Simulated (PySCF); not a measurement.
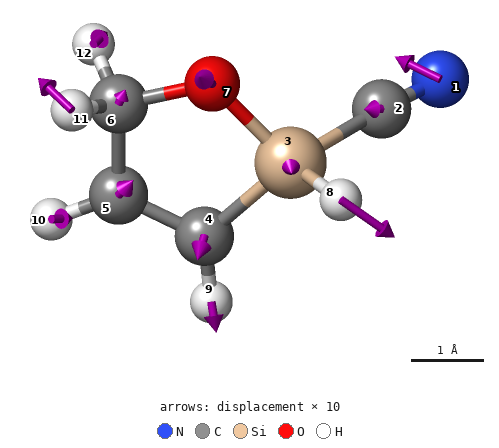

A relaxation of C4H5NOSi. The starting structure is drawn; purple arrows show the displacements, 10 times their true length. The two geometries are superimposed by the best rigid fit.

The picture is a ball-and-stick view, seen at a tilt.

The start comes from GFN2-xTB. Its atoms were then displaced at random by about 0.01 Å.

Method: PBE0-D3(BJ)/def2-SVP geometry optimisation, gas phase in PySCF 2.14.0, density-fitted response routines. 

> Describe the change and its energy.

The atom that moves furthest after the best rigid fit is H8 (0.098 Å). Largest moves by element: H 0.098 Å, N 0.075 Å, O 0.065 Å, C 0.041 Å, Si 0.031 Å. Near-neighbour distances that change, for instance: Si3–O7 1.630 → 1.671 Å, C4–H9 1.069 → 1.091 Å, Si3–C4 1.829 → 1.850 Å, C6–H12 1.087 → 1.106 Å. Bond angles that change, for instance: C4–C5–H10 128.5° → 123.9°, C5–C4–H9 119.9° → 122.9°, O7–Si3–H8 109.9° → 112.8°. Over 5 geometry steps the energy falls by 0.114 eV.
